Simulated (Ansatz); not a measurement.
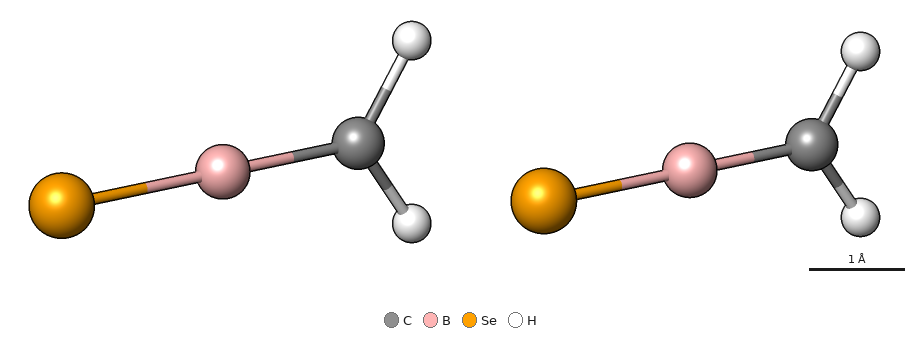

Two geometries of CH$_{2}$BSe (charge +1), drawn at one scale. One is the start of a relaxation, the other its converged end. The picture is a ball-and-stick view, seen at a tilt.

The calculation used RKS PBE-D4/def2-SVP in Ansatz 0.2.0. Settings: force threshold 0.03 eV/Å; at most 250 steps.

Which one is relaxed?

The right one is the relaxed one. It is one of the separated reactants of a reaction. The atom that moves furthest after the best rigid fit is the Se atom (0.27 Å). Largest moves by element: Se 0.27 Å, H 0.17 Å, B 0.08 Å, C 0.08 Å. Some distances before and after: B–Se 1.953 → 1.770 Å, B–C 1.643 → 1.479 Å, C–H 1.222 → 1.110 Å. The energy falls by 107.0 kJ/mol in 3 geometry steps. The largest force component goes from 3.1 to 0.014 eV/Å.
